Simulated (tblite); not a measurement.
# Geometry relaxation, with input and output: C₃H₁₁N₃Si₂ (part 2 of 2)

Continued. System: C₃H₁₁N₃Si₂. Method: GFN2-xTB geometry optimisation, gas phase (tblite 0.8.0). It belongs to a series of runs on one base structure; here: SiH2 inserted into a C-N bond.

Geometry of the input (Å):
```
C  3.1398  -0.7898  0.1733
Si 1.2700  -0.9081  -0.1167
N  0.4278  0.0453  1.1281
C  -0.2312  1.1822  0.5126
Si -1.4610  0.5927  -0.7321
N  -2.3998  -0.8318  -0.1652
C  -2.6932  1.9169  -1.0670
N  -3.4860  2.7526  -1.2662
H  3.5975  -1.5988  -0.4030
H  3.3705  -0.8405  1.2529
H  3.5054  0.1964  -0.2148
H  1.0454  -0.3603  -1.4422
H  0.8670  -2.3216  0.0342
H  -0.3101  -0.5280  1.6110
H  0.4816  1.8423  0.0253
H  -0.8157  1.7235  1.3250
H  -0.7864  0.3238  -2.0134
H  -3.4223  -0.6968  -0.3591
H  -2.1089  -1.6908  -0.7049
```

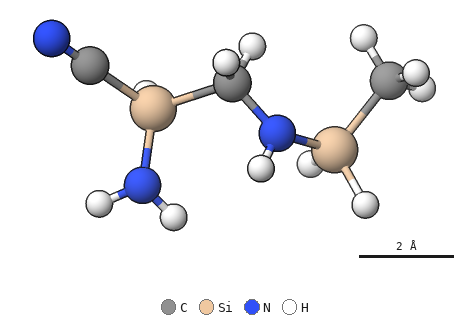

Fig. 1: The geometry at step 135 of the log (ball-and-stick view, seen at a tilt).

Trajectory as extended XYZ, continued:
```
19
Properties=species:S:1:pos:R:3:forces:R:3 step=85 energy=-659.21014
C     3.2062   -0.6529    0.3765    0.0110   0.0180   0.0030
Si    1.4626   -1.2078   -0.1224    0.0310   0.0080   0.0300
N     0.3100   -0.2320    0.7034   -0.0210  -0.0210   0.0140
C    -0.2263    1.0217    0.2068   -0.0070  -0.0010   0.0010
Si   -1.7335    0.7580   -0.9442    0.0060   0.0240   0.0180
N    -2.5742   -0.5985   -0.3050   -0.0110  -0.0140   0.0120
C    -2.9031    2.2048   -0.7683   -0.0250   0.0040  -0.0270
N    -3.6043    3.1085   -0.7065    0.0140  -0.0270   0.0210
H     3.9697   -1.2313   -0.1363   -0.0200   0.0260  -0.0010
H     3.3574   -0.7825    1.4450    0.0180   0.0090  -0.0110
H     3.3743    0.3970    0.1504    0.0180  -0.0190  -0.0130
H     1.3199   -1.1277   -1.5864   -0.0190   0.0020   0.0040
H     1.1985   -2.5816    0.3188   -0.0060  -0.0190   0.0130
H    -0.3600   -0.6879    1.3018    0.0110  -0.0220   0.0120
H     0.5684    1.5424   -0.3285    0.0000  -0.0090   0.0290
H    -0.4960    1.6469    1.0667    0.0230  -0.0100  -0.0540
H    -1.3528    0.7125   -2.3630    0.0040   0.0060  -0.0160
H    -3.4826   -0.8553   -0.6561   -0.0120   0.0210  -0.0110
H    -2.0439   -1.4252   -0.0749   -0.0150   0.0230  -0.0260
19
Properties=species:S:1:pos:R:3:forces:R:3 step=101 energy=-659.22507
C     3.1704   -0.5469    0.3714    0.0280  -0.0130   0.0030
Si    1.4790   -1.2981   -0.0476    0.0240  -0.0010   0.0360
N     0.2675   -0.3306    0.6891    0.0200   0.0110  -0.0040
C    -0.1732    0.9445    0.1615   -0.0210   0.0170   0.0000
Si   -1.7014    0.7768   -0.9797    0.0210  -0.0270   0.0360
N    -2.5948   -0.5600   -0.3653    0.0000   0.0100  -0.0350
C    -2.8503    2.2184   -0.6822    0.0000  -0.0050  -0.0110
N    -3.5605    3.0982   -0.5017   -0.0120   0.0420  -0.0090
H     3.9735   -1.0524   -0.1562    0.0060  -0.0140  -0.0070
H     3.3766   -0.6252    1.4363   -0.0040   0.0080  -0.0280
H     3.2194    0.5062    0.1089   -0.0060   0.0080  -0.0100
H     1.3333   -1.3701   -1.5142   -0.0040  -0.0150  -0.0080
H     1.2934   -2.6281    0.5355    0.0180  -0.0260   0.0160
H    -0.4528   -0.7606    1.2442   -0.0280  -0.0530   0.0060
H     0.6613    1.3878   -0.3801    0.0100   0.0280  -0.0140
H    -0.3940    1.6110    1.0016   -0.0130   0.0380   0.0180
H    -1.3572    0.7724   -2.4095   -0.0040   0.0260   0.0160
H    -3.5588   -0.6766   -0.6307   -0.0510  -0.0200  -0.0130
H    -2.1413   -1.4576   -0.3036    0.0170  -0.0140   0.0080
19
Properties=species:S:1:pos:R:3:forces:R:3 step=118 energy=-659.23380
C     3.1808   -0.5078    0.3370    0.0040  -0.0150   0.0020
Si    1.4996   -1.3240    0.0092    0.0010  -0.0240   0.0090
N     0.2602   -0.3640    0.7100    0.0030   0.0050  -0.0160
C    -0.1738    0.9171    0.1869   -0.0220  -0.0030   0.0000
Si   -1.7052    0.7859   -0.9568    0.0040   0.0070  -0.0040
N    -2.6311   -0.5645   -0.4247   -0.0140   0.0330  -0.0130
C    -2.8445    2.2373   -0.6528    0.0000   0.0010   0.0030
N    -3.5426    3.1311   -0.4921    0.0200  -0.0140   0.0000
H     3.9708   -1.0299   -0.1957    0.0070   0.0370  -0.0070
H     3.4261   -0.5395    1.3953   -0.0080   0.0160  -0.0070
H     3.2035    0.5351    0.0303   -0.0070  -0.0440  -0.0210
H     1.3324   -1.5120   -1.4467    0.0070   0.0010  -0.0070
H     1.3781   -2.6189    0.6851    0.0030   0.0080   0.0050
H    -0.4819   -0.8241    1.2123   -0.0140   0.0160   0.0060
H     0.6590    1.3577   -0.3621    0.0050  -0.0110   0.0220
H    -0.3805    1.5881    1.0284   -0.0210   0.0020   0.0210
H    -1.3403    0.8493   -2.3811   -0.0040  -0.0090   0.0050
H    -3.6060   -0.6259   -0.6731    0.0020  -0.0060  -0.0080
H    -2.2144   -1.4817   -0.4316    0.0330   0.0000   0.0120
19
Properties=species:S:1:pos:R:3:forces:R:3 step=135 energy=-659.24332
C     3.1383   -0.4426    0.2433    0.0170   0.0010   0.0300
Si    1.5031   -1.3831    0.0934   -0.0640  -0.0720  -0.0260
N     0.2208   -0.4368    0.7283    0.0080   0.0230   0.0330
C    -0.1912    0.8707    0.2574   -0.0220  -0.0010  -0.0290
Si   -1.6750    0.8087   -0.9573    0.0160  -0.0250   0.0600
N    -2.6369   -0.5474   -0.5043   -0.0330   0.0090  -0.0490
C    -2.7805    2.2810   -0.6265    0.0340  -0.0430   0.0040
N    -3.4435    3.1931   -0.4271   -0.0090   0.0090  -0.0130
H     3.9357   -0.9759   -0.2637    0.0230   0.0010  -0.0330
H     3.4376   -0.3225    1.2796   -0.0200   0.0320   0.0310
H     3.0707    0.5472   -0.1970    0.0320   0.0330  -0.0160
H     1.3330   -1.7343   -1.3334   -0.0260  -0.0280  -0.0070
H     1.4643   -2.5929    0.9222    0.0180   0.0240  -0.0390
H    -0.5400   -0.9153    1.1828   -0.0280   0.0100   0.0270
H     0.6647    1.3394   -0.2274    0.0160   0.0000  -0.0030
H    -0.4348    1.4957    1.1258   -0.0250  -0.0240  -0.0140
H    -1.2644    0.8930   -2.3666    0.0120   0.0270   0.0000
H    -3.5939   -0.6049   -0.8179    0.0190   0.0260   0.0120
H    -2.2178   -1.4636   -0.5338    0.0310   0.0000   0.0340
19
Properties=species:S:1:pos:R:3:forces:R:3 step=152 energy=-659.26276
C     3.0416   -0.3956    0.0602    0.0090   0.0100  -0.0120
Si    1.4268   -1.3840    0.1292    0.0010  -0.0410   0.0070
N     0.2045   -0.4511    0.8971    0.0100  -0.0350   0.0160
C    -0.2376    0.8556    0.4500   -0.0070  -0.0010  -0.0060
Si   -1.5513    0.7892   -0.9429   -0.0160   0.0410  -0.0050
N    -2.5653   -0.5589   -0.6046    0.0540  -0.0010   0.0270
C    -2.6611    2.2747   -0.7025   -0.0060   0.0190   0.0050
N    -3.3101    3.2037   -0.5350    0.0070  -0.0350  -0.0360
H     3.8475   -1.0126   -0.3271   -0.0170   0.0000   0.0060
H     3.3367   -0.0540    1.0476   -0.0070   0.0160   0.0140
H     2.9688    0.4774   -0.5828   -0.0260  -0.0030   0.0000
H     1.0994   -1.8101   -1.2514   -0.0020  -0.0010   0.0180
H     1.5321   -2.5556    1.0026    0.0060  -0.0160  -0.0240
H    -0.5556   -0.9561    1.3278    0.0180   0.0100   0.0070
H     0.6446    1.4032    0.1209    0.0040   0.0330  -0.0440
H    -0.6381    1.4010    1.3125    0.0110  -0.0250  -0.0030
H    -0.9741    0.8919   -2.2952   -0.0190  -0.0030   0.0700
H    -3.4713   -0.6398   -1.0361   -0.0090   0.0030  -0.0290
H    -2.1471   -1.4695   -0.4924   -0.0110   0.0280  -0.0130
19
Properties=species:S:1:pos:R:3:forces:R:3 step=169 energy=-659.27270
C     2.9331   -0.3470   -0.0538   -0.0080  -0.0010  -0.0150
Si    1.3937   -1.4301    0.1642    0.0150  -0.0120   0.0030
N     0.2041   -0.4985    0.9835   -0.0040  -0.0110   0.0010
C    -0.2349    0.8220    0.5675   -0.0010  -0.0190  -0.0010
Si   -1.4772    0.8062   -0.8889   -0.0060  -0.0080   0.0000
N    -2.5178   -0.5438   -0.6537    0.0260  -0.0010  -0.0020
C    -2.5918    2.2969   -0.7316   -0.0090  -0.0020   0.0030
N    -3.2578    3.2246   -0.6455   -0.0050   0.0050  -0.0060
H     3.7876   -0.9470   -0.3511   -0.0020  -0.0080   0.0070
H     3.1914    0.1607    0.8713   -0.0010  -0.0040  -0.0100
H     2.7906    0.4101   -0.8206   -0.0060  -0.0030   0.0140
H     0.9878   -1.9254   -1.1716    0.0000   0.0120  -0.0030
H     1.6076   -2.5779    1.0491    0.0020   0.0220   0.0070
H    -0.5463   -0.9996    1.4348    0.0050   0.0020  -0.0140
H     0.6517    1.3916    0.2872    0.0040  -0.0030   0.0000
H    -0.6681    1.3268    1.4369   -0.0100   0.0070  -0.0040
H    -0.8083    0.9287   -2.1942    0.0050   0.0000   0.0130
H    -3.3512   -0.6402   -1.2117   -0.0110   0.0140   0.0030
H    -2.1040   -1.4490   -0.4939    0.0050   0.0090   0.0050
19
Properties=species:S:1:pos:R:3:forces:R:3 step=186 energy=-659.27364
C     2.9105   -0.3360   -0.0839    0.0030  -0.0020  -0.0010
Si    1.3964   -1.4410    0.1844    0.0010   0.0010   0.0020
N     0.1973   -0.5156    0.9964   -0.0010  -0.0010   0.0000
C    -0.2376    0.8093    0.5905    0.0010  -0.0040  -0.0010
Si   -1.4598    0.8122   -0.8820    0.0010  -0.0010   0.0020
N    -2.5057   -0.5365   -0.6714    0.0030  -0.0030   0.0020
C    -2.5797    2.2998   -0.7330    0.0030   0.0020  -0.0040
N    -3.2473    3.2273   -0.6590   -0.0090   0.0040   0.0010
H     3.7726   -0.9306   -0.3699    0.0020  -0.0010  -0.0030
H     3.1698    0.2058    0.8208    0.0000   0.0000   0.0070
H     2.7452    0.3935   -0.8718   -0.0020   0.0030  -0.0050
H     0.9844   -1.9722   -1.1353   -0.0010  -0.0030  -0.0050
H     1.6478   -2.5568    1.0987    0.0010   0.0000   0.0020
H    -0.5585   -1.0228    1.4309   -0.0030   0.0010  -0.0020
H     0.6526    1.3823    0.3292    0.0050   0.0020   0.0030
H    -0.6836    1.3037    1.4595   -0.0020   0.0020   0.0000
H    -0.7675    0.9455   -2.1734    0.0010   0.0000   0.0000
H    -3.3494   -0.6106   -1.2172    0.0010   0.0000   0.0000
H    -2.0974   -1.4478   -0.5357   -0.0030   0.0020   0.0010
```

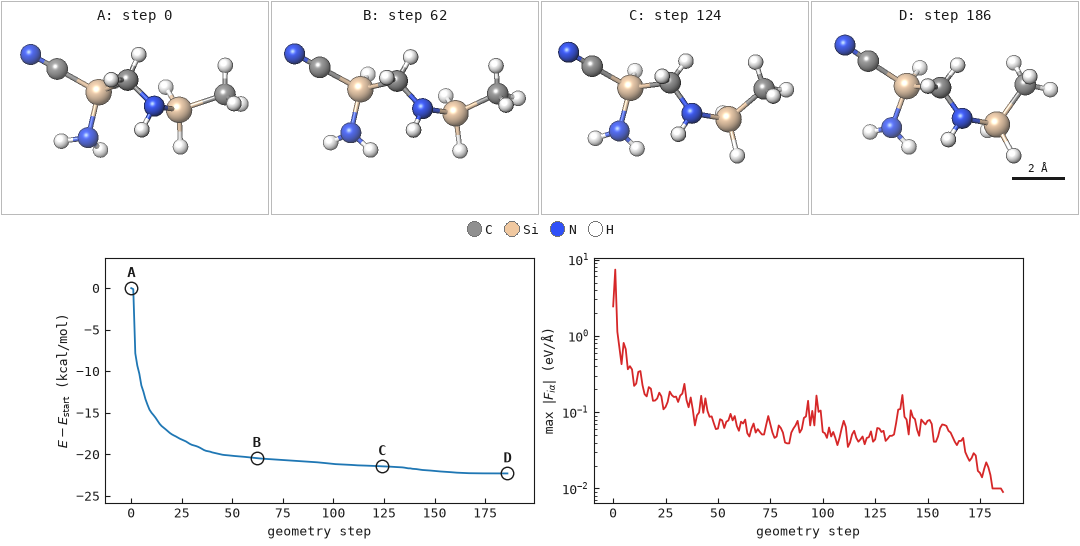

Fig. 2: Frames of the relaxation (ball-and-stick view, seen at a tilt) above the curves, on which the letters mark them (steps are counted from 0).

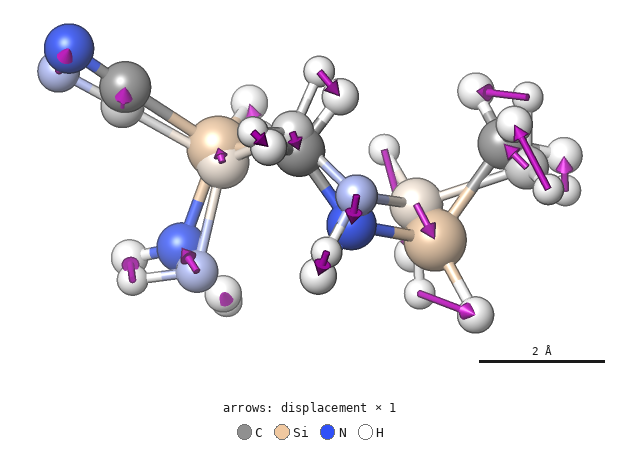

Fig. 3: Start (faint) and end (solid) with the displacements as pink arrows, at true length (ball-and-stick view, seen at a tilt). The two geometries are laid on each other by the best rigid fit. The largest move after the best rigid fit is that of H12, 1.74 Å. By element the largest moves are H 1.74 Å, N 0.70 Å, Si 0.66 Å, C 0.54 Å. Among the contacts that change: Si5–N6 1.798 → 1.720 Å, C4–Si5 1.846 → 1.914 Å, Si2–N3 1.780 → 1.719 Å, N6–H19 1.055 → 1.008 Å. Among the angles that change: Si2–N3–C4 109.8° → 124.6°, Si5–N6–H18 110.4° → 120.0°, Si5–N6–H19 109.9° → 118.6°. The energy falls by 22.3 kcal/mol in 186 geometry steps. The largest force component goes from 2.4 to 0.009 eV/Å. (Atoms are counted from 1 in the order of the input.)

Key numbers:

```tsv
quantity	value
outcome	converged
total energy	−659.2736 eV
wall time	3 s
peak memory	0.18 GiB
```
